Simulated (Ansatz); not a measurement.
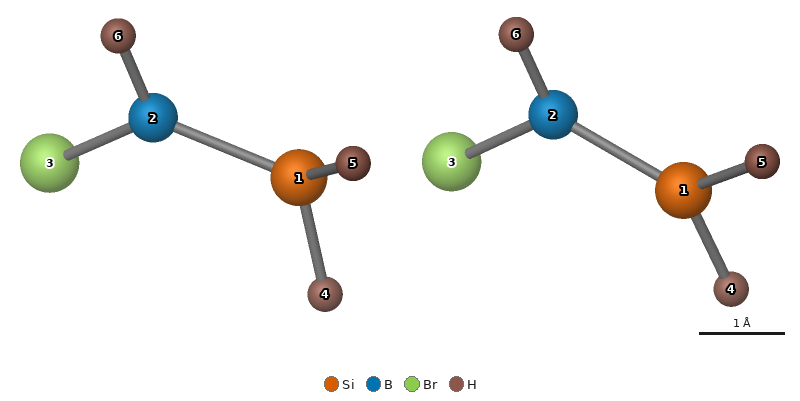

Two geometries of BSiH3Br (charge −1), drawn at one scale. One is the start of a relaxation, the other its converged end. The picture is a ball-and-stick view, seen from a free direction.

Level of theory: RKS PBE0-D4/def2-TZVPD in Ansatz 0.2.0. (force threshold 0.005 eV/Å; at most 200 steps)

Which one is relaxed?

Answer. The left one is the relaxed one. The energy falls by 0.048 eV in 14 geometry steps. The largest force component goes from 0.5 to 0.002 eV/Å. The atom that moves furthest after the best rigid fit is Si1 (0.29 Å). By element the largest moves are Si 0.29 Å, H 0.15 Å, Br 0.04 Å, B 0.04 Å. Some distances before and after: Si1–B2 1.828 → 1.882 Å, Si1–H4 1.464 → 1.501 Å, Si1–H5 1.471 → 1.503 Å, B2–H6 1.192 → 1.201 Å. Bond angles that change, for instance: B2–Si1–H5 125.1° → 116.6°, B2–Si1–H4 128.7° → 120.3°, Si1–B2–H6 127.2° → 124.8°. Cost: 71 s on 2 threads of Arm Neoverse V1, with other jobs on the host.
